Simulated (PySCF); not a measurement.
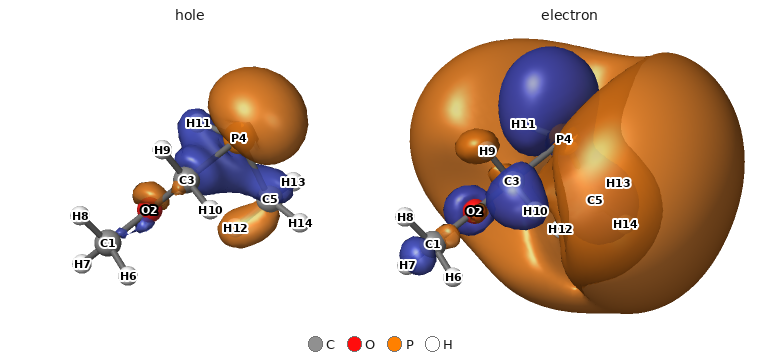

Figure 1: C3H9OP, SMILES `COCPC`. Leading natural transition orbital pair of S₁ (full linear response singlet states); the surfaces enclose about 78 % of each orbital's density.

Method: CAM-B3LYP/6-31+G*; geometry: GFN2-xTB; program: PySCF. No frequency check shows the geometry to be a minimum. GFN2-xTB bond lengths at metals and heavier atoms can be off by up to 0.1 Å and shapes distorted, which carries into these values.

Cartesian coordinates (Å):

```
C1      -2.5072   -0.2941   -0.0226
O2      -1.1426   -0.2410   -0.3462
C3      -0.4224    0.6762    0.4333
P4       1.3566    0.6346   -0.1145
C5       1.6697   -1.1694    0.1494
H6      -2.6550   -0.6025    1.0200
H7      -2.9580   -1.0286   -0.6873
H8      -2.9874    0.6809   -0.1727
H9      -0.8130    1.6981    0.3058
H10     -0.4821    0.4282    1.5058
H11      1.0162    0.5144   -1.4636
H12      0.8352   -1.7589   -0.2216
H13      2.5830   -1.4450   -0.3740
H14      1.8118   -1.3538    1.2139
```

### Where does the state lie, and where do hole and electron sit?

6.33 eV (196 nm), f = 0.066, diffuse (Rydberg-like) orbital; the leading pair carries 99 %; hole on P4 (69 %), C5 (8 %) and C3 (7 %), electron on P4 (36 %), C5 (21 %) and H11 (9 %) (atom shares of so diffuse an orbital are rough); their centroids lie 1.0 Å apart; S₂ lies within 0.1 eV of it. In canonical orbitals it is mainly HOMO → LUMO (60 %). The HOMO–LUMO gap is 9.02 eV.
